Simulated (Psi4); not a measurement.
**SClO2F (sulfuryl chloride fluoride): r2SCAN/def2-SVP**

Aim: the vertical singlet–triplet gap of SClO2F (sulfuryl chloride fluoride) at r2SCAN/def2-SVP, from 2 runs. 

The calculation is run with Psi4 1.11.

### Step 1. The molecule

SClO2F: 5 atoms, total charge 0, spin state singlet. SMILES: `O=S(=O)(F)Cl`. The coordinates come from a PBE0-D4/def2-TZVP relaxation.

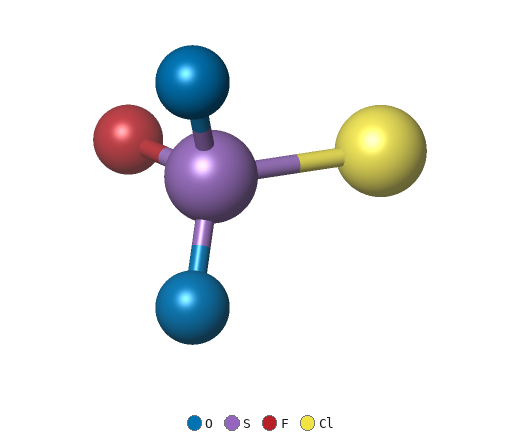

The structure, seen from a chosen angle (oxygen blue, sulfur purple, fluorine red, chlorine yellow).

### Step 2. Energy and gradient at r2SCAN/def2-SVP

clfo2s.py reads:

```python
import psi4

psi4.set_memory(2200000000)
psi4.set_num_threads(1)
psi4.set_output_file('psi4.out', False)

molecule = psi4.geometry("""
0 1
O     -0.123540    -0.162690     1.503010
S      0.100210    -0.145140     0.111160
O      1.158000    -0.828940    -0.522160
F     -1.214690    -0.608760    -0.568390
Cl     0.080010     1.745540    -0.523620
symmetry c1
no_reorient
no_com
""")

options = {'basis': 'def2-SVP', 'reference': 'rks', 'puream': True, 'e_convergence': 1e-09, 'd_convergence': 1e-08, 'scf_type': 'pk', 'dft_radial_points': 99, 'dft_spherical_points': 590}
psi4.set_options(options)

energy_value, wavefunction = psi4.gradient("r2scan", return_wfn=True)
psi4.oeprop(wavefunction, "QUADRUPOLE", "MULLIKEN_CHARGES", "WIBERG_LOWDIN_INDICES", title="R2SCAN")
print('gradient / Eh bohr^-1')
print(energy_value.np.round(6))
print(f'energy = {wavefunction.energy():.10f} Eh')
```

The run is started by

```
$ python clfo2s.py
```

psi4.out, cut to the lines that bear on the results:

```text
[...]
  Running in c1 symmetry.
[...]
  Nuclear repulsion =  344.673643826859063
[...]
  Multiplicity = 1
[...]
  Nalpha       = 29
  Nbeta        = 29
[...]
    Number of basis functions: 78
[...]
   @RKS iter   1: -1107.65766572068287    8.46785e-01   1.17260e-02 DIIS/ADIIS
[...]
   @RKS iter  12: -1107.97206063676276   -3.86535e-11   9.17450e-09 DIIS
[...]
    Orbital Energies [Eh]
    ---------------------
    Doubly Occupied:
       1A   -101.227547     2A    -88.833224     3A    -24.577466
       4A    -19.018434     5A    -19.018388     6A     -9.431099
       7A     -8.137698     8A     -7.182811     9A     -7.171222
      10A     -7.170818    11A     -6.088485    12A     -6.086576
      13A     -6.084655    14A     -1.270085    15A     -1.124913
      16A     -1.045050    17A     -0.874362    18A     -0.661627
      19A     -0.574248    20A     -0.526611    21A     -0.509994
      22A     -0.454273    23A     -0.445558    24A     -0.400747
      25A     -0.384563    26A     -0.376601    27A     -0.343652
      28A     -0.339125    29A     -0.319985
[...]
  @RKS Final Energy: -1107.97206063676276
   => Energetics <=
    Nuclear Repulsion Energy =            344.6736438268590632
    One-Electron Energy =               -2213.9417909452363347
    Two-Electron Energy =                 842.8647060017607373
    DFT Exchange-Correlation Energy =     -81.5686195201460009
    Empirical Dispersion Energy =           0.0000000000000000
    VV10 Nonlocal Energy =                  0.0000000000000000
    Total Energy =                      -1107.9720606367627624
[...]
  -Total Gradient:
     Atom            X                  Y                   Z
    ------   -----------------  -----------------  -----------------
       1        0.008054382546    -0.000527980563    -0.042709656546
       2       -0.006045463859    -0.009043024850    -0.000865208113
       3       -0.032204943448     0.020403063816     0.020902263879
       4        0.029697037868     0.009464992196     0.015679035704
       5        0.000821506884    -0.019540973491     0.006949009358
[...]
 Multipole Moments:
 ------------------------------------------------------------------------------------
     Multipole            Electronic (a.u.)      Nuclear  (a.u.)        Total (a.u.)
 ------------------------------------------------------------------------------------
 L = 1.  Multiply by 2.5417464519 to convert [e a0] to [Debye]
 Dipole X            :         -0.8156200            0.5801459           -0.2354741
 Dipole Y            :        -25.9472860           26.3428956            0.3956096
 Dipole Z            :          8.0199107           -8.2990913           -0.2791806
 Magnitude           :                                                    0.5384207
 L = 2.  Multiply by 1.3450342976 to convert [e a0^2] to [Debye ang]
 Quadrupole XX       :       -117.7660827           87.1288221          -30.6372606
 Quadrupole XY       :         -3.6756504            4.5641824            0.8885320
[...]
  Mulliken Charges: (a.u.)
   Center  Symbol    Alpha    Beta     Spin     Total
       1     O     4.18103  4.18103  0.00000 -0.36207
       2     S     7.47482  7.47482  0.00000  1.05036
       3     O     4.18103  4.18103  0.00000 -0.36206
       4     F     4.62682  4.62682  0.00000 -0.25364
       5    CL     8.53629  8.53629  0.00000 -0.07258
   Total alpha = 29.00000, Total beta = 29.00000, Total charge = -0.00000
  Wiberg Bond Indices using Orthogonal Lowdin Orbitals:
[...]
```

The script printed:

```text
gradient / Eh bohr^-1
[[ 0.008054 -0.000528 -0.04271 ]
 [-0.006045 -0.009043 -0.000865]
 [-0.032205  0.020403  0.020902]
 [ 0.029697  0.009465  0.015679]
 [ 0.000822 -0.019541  0.006949]]
energy = -1107.9720606368 Eh
```

It took 44 s on 1 thread of Intel Xeon at 2.50GHz (Skylake/Cascade Lake), shared host; peak memory 1.5 GiB.

### Step 3. The triplet at the same level

job.json reads:

```json
{
 "schema_name": "qcschema_input",
 "schema_version": 1,
 "molecule": {
  "schema_name": "qcschema_molecule",
  "schema_version": 2,
  "symbols": ["O", "S", "O", "F", "Cl"],
  "geometry": [-0.23345677, -0.30743954, 2.84027726, 0.18936945, -0.27427485, 0.21006196, 2.18830285, -1.56646957, -0.98673939, -2.29543143, -1.15038968, -1.07410143, 0.15119699, 3.29859254, -0.98949839],
  "molecular_charge": 0,
  "molecular_multiplicity": 3,
  "fix_symmetry": "c1",
  "fix_com": true,
  "fix_orientation": true
 },
 "driver": "gradient",
 "model": {
  "method": "r2scan",
  "basis": "def2-SVP"
 },
 "keywords": {
  "reference": "uks",
  "puream": true,
  "e_convergence": 1e-09,
  "d_convergence": 1e-08,
  "scf_type": "pk",
  "dft_radial_points": 99,
  "dft_spherical_points": 590,
  "maxiter": 100,
  "scf_properties": ["QUADRUPOLE", "MULLIKEN_CHARGES", "MAYER_INDICES"]
 }
}
```

The run is started by

```
$ psi4 --qcschema job.json -n 1 --memory 2200MB
```

stdout, cut to the lines that bear on the results:

```text
[...]
  Running in c1 symmetry.
[...]
  Nuclear repulsion =  344.673644086620698
[...]
  Multiplicity = 3
[...]
  Nalpha       = 30
  Nbeta        = 28
[...]
    Number of basis functions: 78
[...]
   @UKS iter   1: -1107.40498551321070    1.09947e+00   1.19472e-02 ADIIS/DIIS
[...]
   @UKS iter  16: -1107.76563799118912   -1.81899e-12   4.87050e-09 DIIS
[...]
   @S^2 Observed:                2.006327035E+00
[...]
  @UKS Final Energy: -1107.76563799118912
   => Energetics <=
    Nuclear Repulsion Energy =            344.6736440866206976
    One-Electron Energy =               -2214.7954212558861400
    Two-Electron Energy =                 843.9907127829492310
    DFT Exchange-Correlation Energy =     -81.6345736048728696
    Empirical Dispersion Energy =           0.0000000000000000
    VV10 Nonlocal Energy =                  0.0000000000000000
    Total Energy =                      -1107.7656379911891236
[...]
 Multipole Moments:
 ------------------------------------------------------------------------------------
     Multipole            Electronic (a.u.)      Nuclear  (a.u.)        Total (a.u.)
 ------------------------------------------------------------------------------------
 L = 1.  Multiply by 2.5417464519 to convert [e a0] to [Debye]
 Dipole X            :         -0.6591845            0.5801458           -0.0790387
 Dipole Y            :        -25.9984884           26.3428956            0.3444072
 Dipole Z            :          8.1357707           -8.2990912           -0.1633205
 Magnitude           :                                                    0.3892775
 L = 2.  Multiply by 1.3450342976 to convert [e a0^2] to [Debye ang]
 Quadrupole XX       :       -117.7191219           87.1288221          -30.5902998
 Quadrupole XY       :         -4.1189487            4.5641828            0.4452342
[...]
  -Total Gradient:
     Atom            X                  Y                   Z
    ------   -----------------  -----------------  -----------------
       1        0.013107158868     0.029375373520    -0.115477981024
       2        0.013267253921     0.027164368293    -0.000548160856
       3       -0.082623273422     0.079145742638     0.035794556596
       4        0.058140220845     0.041348179830     0.023188446671
       5       -0.001610405857    -0.177017041296     0.057215510555
[...]
```

The result, in JSON:

```text
{
 "driver": "gradient",
 "model": {
  "method": "r2scan",
  "basis": "def2-SVP"
 },
 "success": true,
 "return_result": [0.013107158867867008, 0.029375373519945083, -0.11547798102366102, 0.013267253920660652, 0.027164368293364938, -0.0005481608563328577, -0.08262327342177522, 0.07914574263775986, 0.03579455659622538, 0.05814022084484871, 0.04134817982951608, 0.023188446671336405, -0.0016104058570042196, -0.17701704129624268, 0.05721551055506591],
 "properties": {
  "calcinfo_nbasis": 78,
  "calcinfo_nmo": 78,
  "calcinfo_nalpha": 30,
  "calcinfo_nbeta": 28,
  "calcinfo_natom": 5,
  "nuclear_repulsion_energy": 344.6736440866207,
  "return_energy": -1107.7656379911891,
  "return_gradient": [0.013107158867867008, 0.029375373519945083, -0.11547798102366102, 0.013267253920660652, 0.027164368293364938, -0.0005481608563328577, -0.08262327342177522, 0.07914574263775986, 0.03579455659622538, 0.05814022084484871, 0.04134817982951608, 0.023188446671336405, -0.0016104058570042196, -0.17701704129624268, 0.05721551055506591],
  "scf_one_electron_energy": -2214.795421255886,
  "scf_two_electron_energy": 843.9907127829492,
  "scf_xc_energy": -81.63457360487287,
  "scf_dipole_moment": [-0.07903872500574749, 0.3444071560816049, -0.16332049144490135],
  "scf_total_energy": -1107.7656379911891,
  "scf_total_gradient": [0.013107158867867008, 0.029375373519945083, -0.11547798102366102, 0.013267253920660652, 0.027164368293364938, -0.0005481608563328577, -0.08262327342177522, 0.07914574263775986, 0.03579455659622538, 0.05814022084484871, 0.04134817982951608, 0.023188446671336405, -0.0016104058570042196, -0.17701704129624268, 0.05721551055506591],
  "scf_iterations": 16
 }
}
```

It took 78 s on 1 thread of Intel Xeon at 2.50GHz (Skylake/Cascade Lake), shared host; peak memory 1.5 GiB.

### Step 4. What came out

At r2SCAN/def2-SVP:

| quantity | value |
| --- | --- |
| singlet: total energy | -1107.97206 Eh |
| singlet: dipole moment | 1.37 D |
| singlet: HOMO energy | -8.71 eV |
| singlet: LUMO energy | -2.66 eV |
| singlet: HOMO–LUMO gap | 6.05 eV |
| singlet: largest force on an atom | 2.236 eV/Å |
| triplet: total energy | -1107.76564 Eh |
| triplet: dipole moment | 0.99 D |
| triplet: HOMO energy (highest over α and β) | -2.96 eV |
| triplet: ⟨S²⟩ | 2.006 |
| triplet: largest force on an atom | 9.567 eV/Å |
| vertical energy of the triplet above the singlet | 5.617 eV |

At this shape the triplet lies 5.62 eV (542 kJ/mol) above the singlet. The largest force (singlet) is 2.24 eV/Å: the shape isn't a stationary point for this species at this level. Mulliken charges (singlet) run from -0.36 on O1 to +1.05 on S2; they depend strongly on the basis.
